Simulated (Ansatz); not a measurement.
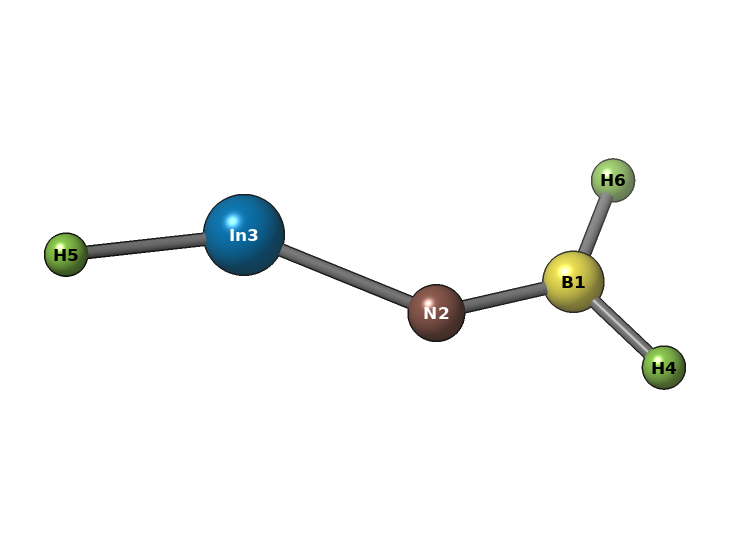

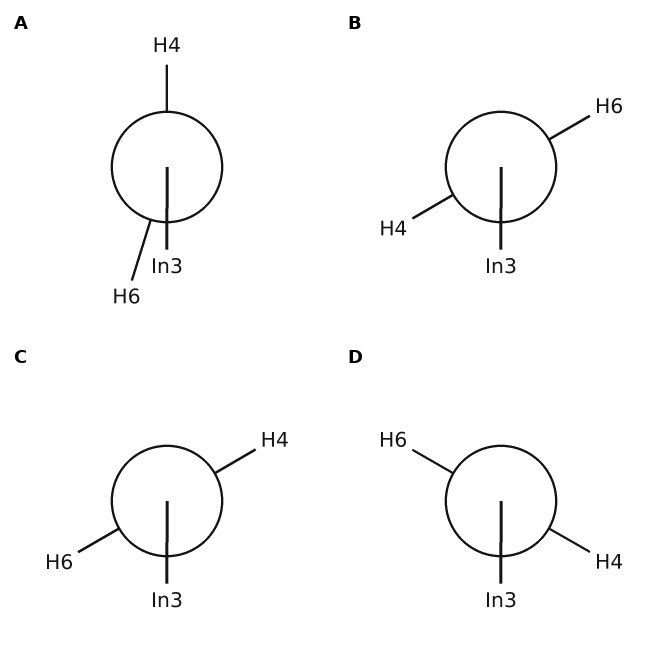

Depth is shown by fading: the farther an atom, the more it takes the colour of the background. Bonds that would overlap in a projection are set slightly apart. Computed geometry: PBE-D4/def2-SVP optimisation. No frequency run is at hand to confirm it as a minimum.

**Which Newman projection shows the view along N2–B1, with N2 in front?**

A. The torsion angle In3–N2–B1–H4 is 180°, antiperiplanar (anti).
